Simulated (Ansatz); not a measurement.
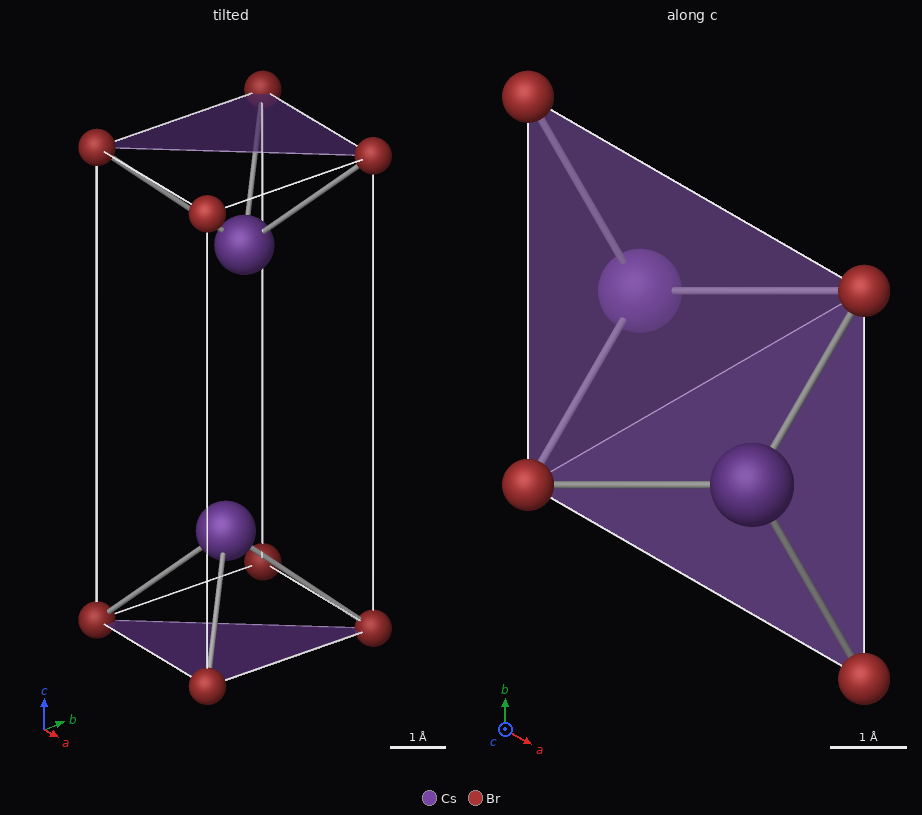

The structure above is drawn in polyhedral style and viewed slightly off an axis and along the c axis. The frame is the conventional unit cell; atoms at its boundary are shown with their periodic copies.

Cs$_{2}$Br, space group P-3m1 (No. 164), a = 5.121 Å, b = 5.121 Å, c = 9.011 Å, α = 90.00°, β = 90.00°, γ = 120.00°. The initial geometry was a structure type filled with these elements by a generator (whether the compound takes this form wasn't checked). Earlier steps of the study may have refined or changed the cell and positions. It was the input of a calculation with Ansatz.

This one geometry was computed with Ansatz (DFT, plane waves, PAW) at four levels of theory: PBE+D3(BJ) with spin-orbit coupling, PBEsol, r2SCAN and PBE+D3(BJ).

> How does the band gap change with the level of theory?

All levels give a metal.

> Collect the results in a table.

| level | cutoff (eV) | k-mesh of the run's cell | gap (eV) | pressure (GPa) |
| --- | --- | --- | --- | --- |
| PBE+D3(BJ) with spin-orbit coupling | 420 | 12×12×6 | metal | 0.0 |
| PBEsol | 420 | 12×12×6 | metal | -0.2 |
| r2SCAN | 500 | 12×12×6 | metal | 0.2 |
| PBE+D3(BJ) | 420 | 12×12×6 | metal | 0.0 |

Gaps are taken on the k-mesh or band path of each run.
